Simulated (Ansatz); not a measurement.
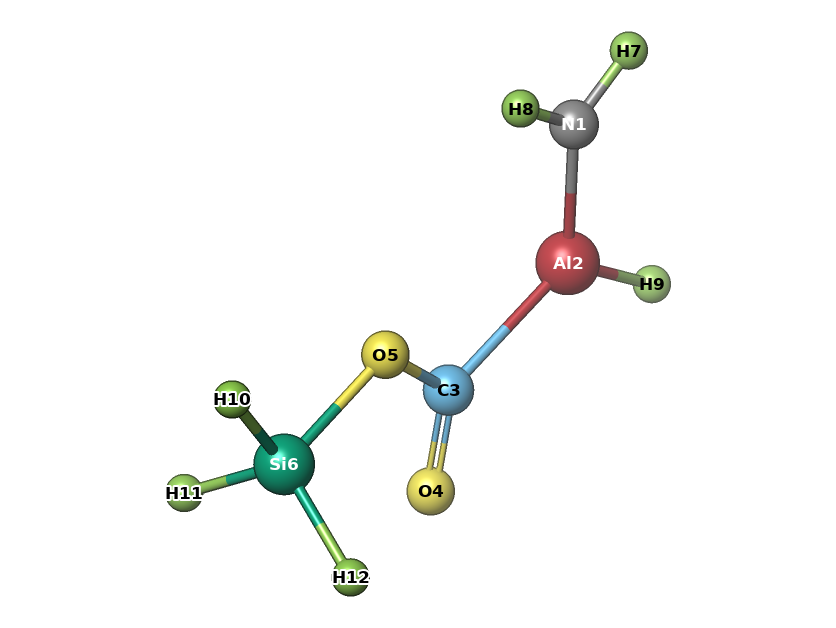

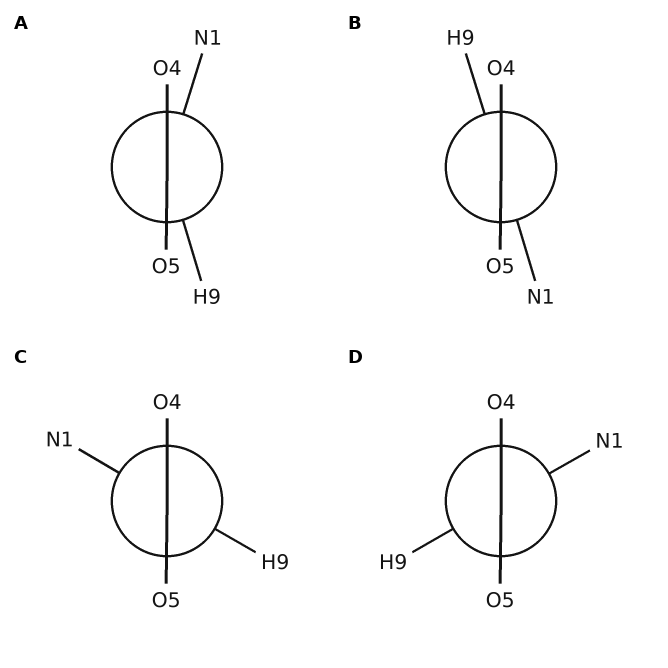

Atoms fade into the background with distance from the viewer. Bonds that would overlap in a projection are set slightly apart. Computed geometry: PBE-D4/def2-SVP optimisation. No frequency run is at hand to confirm it as a minimum.

**Which Newman projection shows the view along C3–Al2, with C3 in front?**

B. The torsion angle O5–C3–Al2–N1 is 0°, synperiplanar (eclipsed).
